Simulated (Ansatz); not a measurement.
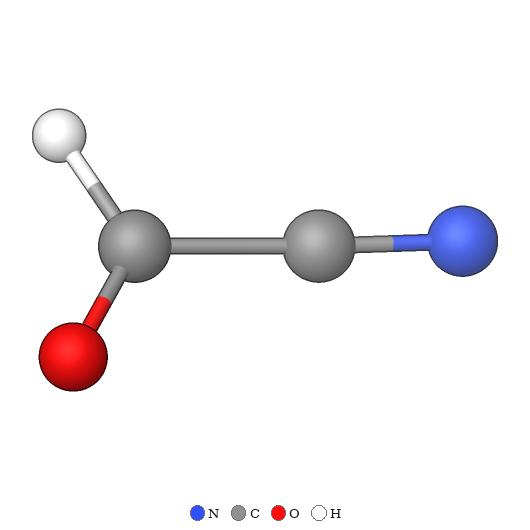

Rendered structure (ball-and-stick style).

Computed geometry: PBE0-D4/def2-TZVP optimisation.

Question: Count the atoms of each element.

Answer: C₂HNO, 5 atoms: 2 carbon, 1 hydrogen, 1 nitrogen and 1 oxygen.

Question: Give the symmetry (Schoenflies symbol).

Answer: Cs.

More results for the same structure follow; atom numbers are the same in all pictures, views and colours differ.

### Shape

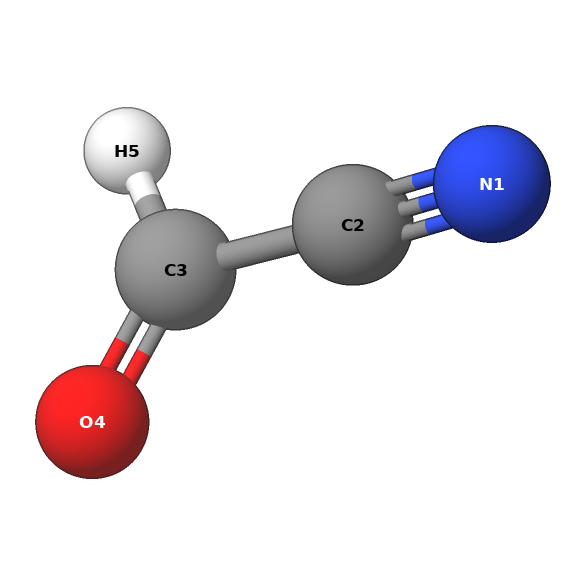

Numbered structure.

List the bonds and their lengths.

| bond | length (Å) | order |
| --- | --- | --- |
| N1–C2 | 1.150 | triple |
| C2–C3 | 1.466 | single |
| C3–O4 | 1.195 | double |
| C3–H5 | 1.103 | single |

### Charges

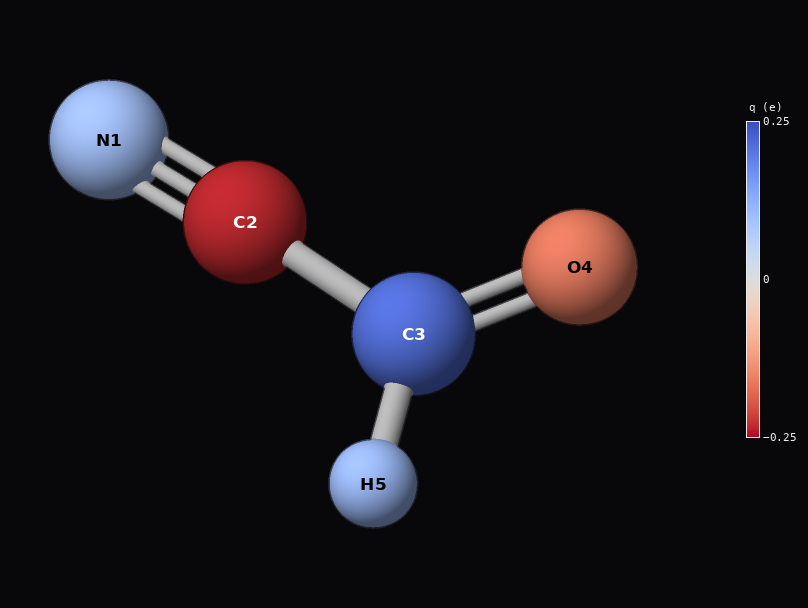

Atoms are coloured by their Mulliken charges. Method: RKS PBE-D4/def2-TZVPP (Ansatz 0.2.0).

Question: Which atom carries the highest charge (most positive or least negative)?

Answer: C3 (0.21 e).

Question: And the lowest?

Answer: C2 (−0.23 e).

List the Mulliken charges.

```json
{"atom": "N1", "value (e)": "0.09"}
{"atom": "C2", "value (e)": "−0.23"}
{"atom": "C3", "value (e)": "0.21"}
{"atom": "O4", "value (e)": "−0.16"}
{"atom": "H5", "value (e)": "0.09"}
```

### Vibrations

Harmonic vibrations computed with RKS PBE0-D4/def2-TZVP (Ansatz 0.2.0) at a stationary point of the same level.

Question: How many vibrational modes are there, and where do they lie?

Answer: 9 modes: 231, 306, 634, 935, 1011, 1407, 1821, 2362, 3003 cm⁻¹.

### Levels of theory compared

Program: Ansatz 0.2.0.

Tabulate HOMO–LUMO gap (eV) at these levels: B3LYP-D4/def2-TZVPP; BHLYP-D4/def2-TZVPP; BLYP-D4/def2-TZVPP; CAM-B3LYP-D4/def2-TZVPP; PBE-D4/def2-TZVPP; ωB97M-V/def2-TZVPP.

```csv
level,HOMO–LUMO gap (eV)
B3LYP-D4/def2-TZVPP,5.63
BHLYP-D4/def2-TZVPP,9.08
BLYP-D4/def2-TZVPP,3.36
CAM-B3LYP-D4/def2-TZVPP,8.86
PBE-D4/def2-TZVPP,3.29
ωB97M-V/def2-TZVPP,10.94
```

Mulliken values depend strongly on the basis set and can even reverse the polarity of a bond.
